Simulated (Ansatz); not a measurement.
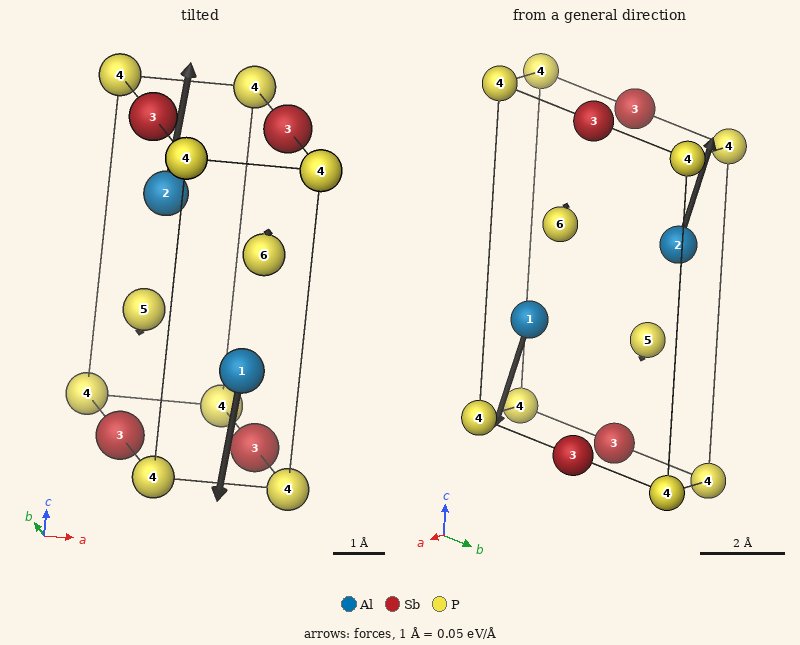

Drawn in the spheres-only manner and seen slightly off an axis and from a general direction. The edges of the cell (the run's own, in a reduced setting) are marked. The arrows are the computed forces on the atoms.

System: Al₂SbP₃. Results below were computed with DFT, r2SCAN+rVV10, plane waves, PAW (Ansatz); the settings were 500 eV cutoff, k-points about 0.21 Å⁻¹ apart, Fermi-Dirac smearing of 0.03 eV, no spin polarisation.

Q: Is the structure at a minimum of the energy?

A: No. The atoms still feel forces of up to about 0.12 eV/Å, above a usual threshold of 0.01 to 0.03 eV/Å.

Q: Which atom carries the strongest force?

A: Al1 and Al2, about 0.12 eV/Å.

Starting structure: a structure type filled with these elements by a generator (whether the compound takes this form wasn't checked). Earlier steps of the study, as a rule a relaxation of our own, may have changed the cell and positions, so they can lie some per cent off the listed ones. It went into a calculation with Ansatz.
